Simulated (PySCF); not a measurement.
SMILES Cc1ccc(cc1)Cl, GFN2-xTB optimised geometry. Atoms within 1.6 Å of the plane z = 0.0 Å (x, y, z in Å): C1 (2.81, -0.01, 0.00), C2 (1.31, -0.01, 0.00), C3 (0.60, 1.19, 0.00), C4 (-0.78, 1.20, 0.02), C5 (-1.47, 0.00, 0.04), Cl6 (-3.20, 0.01, 0.06), C7 (-0.79, -1.20, 0.04), C8 (0.60, -1.20, 0.02), H9 (3.20, -0.95, -0.38), H10 (3.18, 0.13, 1.02), H11 (3.20, 0.81, -0.61), H12 (1.14, 2.13, -0.02), H13 (-1.32, 2.14, 0.02), H14 (-1.33, -2.13, 0.06), H15 (1.13, -2.14, 0.02).

Calculation: PBE0/def2-TZVP (PySCF). Cells within 0.4 Å of a nucleus heavier than hydrogen are left out (blank, or x).

Map of the deformation density (molecule minus spherical neutral atoms) (e/bohr³) on the plane z = 0.0 Å:

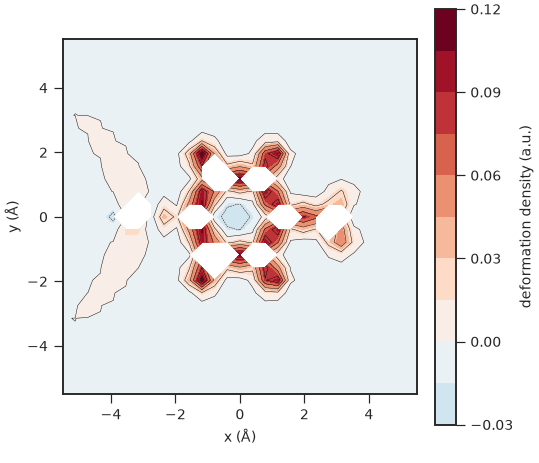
Figure: Deformation density (molecule minus spherical neutral atoms) (e/bohr³) on the plane z = 0.0 Å.
